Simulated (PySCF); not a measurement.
# Ta⁺: dipole response in x2c-TZVPPall plus 1 even-tempered diffuse shell per l

Aim: the static polarisability and the C₆ coefficient of Ta⁺, method by method.

Method: unrestricted determinants in a Gaussian basis, no spin-orbit coupling in the energies. Code: PySCF 2.14.0.

## (1) The atom as given

- Element: tantalum (Z = 73)
- Basis: x2c-TZVPPall with one added diffuse shell each of s, p, d, f type (12s8p8d4f1g, 113 functions)
- Hamiltonian: scalar relativity by spin-free X2C-1e
- State 1: Ta⁺: [Xe] 4f14 5d2 6s2, high-spin 3F determinant (an excited configuration)
- Methods: UHF

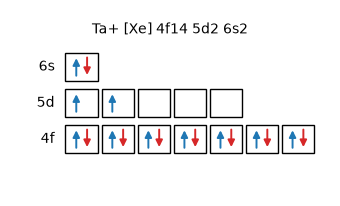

Outer shells as boxes.

The runs were made by one driver on top of PySCF. The scripts below sum up each run's settings (the driver also hands on starting orbitals that pick excited configurations, and frozen orbitals as a list rather than a count), and the logs come from the driver's own runs. The driver starts from symmetry-adapted Hartree-Fock orbitals, holds the occupation by maximum overlap and uses a logarithmic radial grid for functionals, so a plain start would take other cycles.

The integrals over 113 functions and the set-up took 17 s of CPU time.

## (2) Ta⁺ [Xe] 4f14 5d2 6s2: UHF

Level: UHF.

input.py

```python
from pyscf import gto, scf, dft, mp, cc
import basis_set_exchange as bse
mol = gto.M(atom="Ta 0 0 0", charge=1, spin=2, symmetry="D2h",
            basis=gto.basis.parse(bse.get_basis("x2c-TZVPPall", elements=["Ta"], fmt="nwchem", augment_diffuse=1)),
            nucmod="G")
mf = scf.UHF(mol).sfx2c1e()
mf.irrep_nelec = {'Ag': (11, 10), 'B1g': (3, 2), 'B2g': (2, 2), 'B3g': (2, 2), 'Au': (1, 1), 'B1u': (6, 6), 'B2u': (6, 6), 'B3u': (6, 6)}
mf.kernel()
```

Standard output:

```text
damping factor = 0
level_shift factor = 0
DIIS = <class 'pyscf.scf.diis.CDIIS'>
diis_start_cycle = 1
diis_space = 10
diis_damp = 0
SCF conv_tol = 1e-09
SCF conv_tol_grad = None
number electrons alpha = 37  beta = 35
cycle= 1 E= -15599.7388568966  delta_E= -0.0052  |g|= 0.0239  |ddm|= 0.0654
cycle= 2 E= -15599.7390772119  delta_E= -0.00022  |g|= 0.00534  |ddm|= 0.0149
cycle= 3 E= -15599.7390898119  delta_E= -1.26e-05  |g|= 0.000809  |ddm|= 0.0055
cycle= 4 E= -15599.7390899557  delta_E= -1.44e-07  |g|= 0.000301  |ddm|= 0.000829
cycle= 5 E= -15599.7390899892  delta_E= -3.35e-08  |g|= 3.37e-05  |ddm|= 0.0008
cycle= 6 E= -15599.7390899905  delta_E= -1.28e-09  |g|= 7.83e-06  |ddm|= 0.000237
cycle= 7 E= -15599.7390899905  delta_E= -2.18e-11  |g|= 6.75e-07  |ddm|= 4.54e-05
converged SCF energy = -15599.7390899905  <S^2> = 2.0074394  2S+1 = 3.0049555
```

It used 67 s of CPU time after the integrals (shared host).

Orbital energies by shell (radii are means over both spins):

| shell | electrons | mean orbital energy (eV) | spread (eV) | rms radius (bohr) |
| --- | --- | --- | --- | --- |
| 1s β | 1 | -67778.0 | 0 | 0.0211 |
| 1s α | 1 | -67778.0 | 0 | 0.0211 |
| 2s α | 1 | -11792.2 | 0 | 0.0853 |
| 2s β | 1 | -11792.1 | 0 | 0.0853 |
| 2p α | 3 | -10361.9 | 0 | 0.0775 |
| 2p β | 3 | -10361.7 | 0 | 0.0775 |
| 3s α | 1 | -2770.7 | 0 | 0.218 |
| 3s β | 1 | -2770.6 | 0 | 0.218 |
| 3p α | 3 | -2335.8 | 0 | 0.220 |
| 3p β | 3 | -2335.8 | 0 | 0.220 |
| 3d α | 5 | -1811.6 | 0.218 | 0.201 |
| 3d β | 5 | -1811.5 | 0.063 | 0.201 |
| 4s α | 1 | -604.91 | 0 | 0.488 |
| 4s β | 1 | -604.75 | 0 | 0.488 |
| 4p α | 3 | -459.04 | 0 | 0.519 |
| 4p β | 3 | -458.88 | 0 | 0.519 |
| 4d α | 5 | -265.85 | 0.502 | 0.564 |
| 4d β | 5 | -265.58 | 0.186 | 0.564 |
| 5s α | 1 | -98.121 | 0 | 1.18 |
| 5s β | 1 | -96.204 | 0 | 1.18 |
| 5p α | 3 | -59.655 | 0 | 1.38 |
| 5p β | 3 | -56.607 | 0 | 1.38 |
| 4f α | 7 | -50.870 | 0.077 | 0.703 |
| 4f β | 7 | -50.643 | 0.296 | 0.703 |
| 5d α | 2 | -18.171 | 0 | 2.12 |
| 6s α | 1 | -14.830 | 0 | 3.34 |
| 6s β | 1 | -13.693 | 0 | 3.34 |

⟨S²⟩ = 2.007, ⟨L²⟩ = 12.04.

The driver then solved the coupled dipole response at imaginary frequencies: mean α = 54.35 bohr³, C₆ = 562.2 au for a like pair.

Spin-orbit coupling, absent here, splits the open shell strongly.

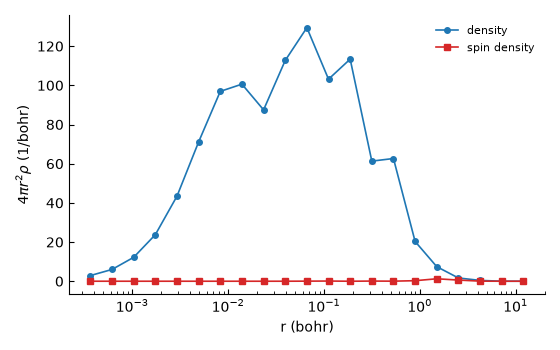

Radial density 4πr²ρ of Ta⁺ at UHF, without picture-change correction, at 21 stored radii joined by straight lines.

## (3) Polarisabilities and C₆

Ta⁺ [Xe] 4f14 5d2 6s2, in atomic units:

| method | mean α | C₆ (like pair) | S(−4) |
| --- | --- | --- | --- |
| UHF | 54.35 | 562.2 | 1108 |

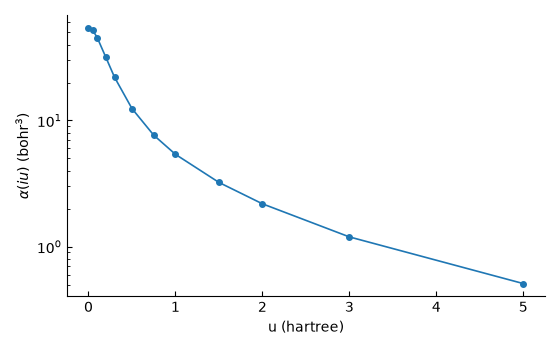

α(iu) of Ta⁺ [Xe] 4f14 5d2 6s2, the polarisability at imaginary frequency, on a logarithmic scale.

## (4) What came out

```
                  quantity              value
α of Ta⁺ [Xe] 4f14 5d2 6s2  54.35 (UHF) bohr³
```

In words: A single London oscillator with the computed α and C₆ of Ta⁺ [Xe] 4f14 5d2 6s2 at UHF would have ω = 4 C₆ / (3 α²) = 0.254 hartree. The basis is finite, and no extrapolation was made.
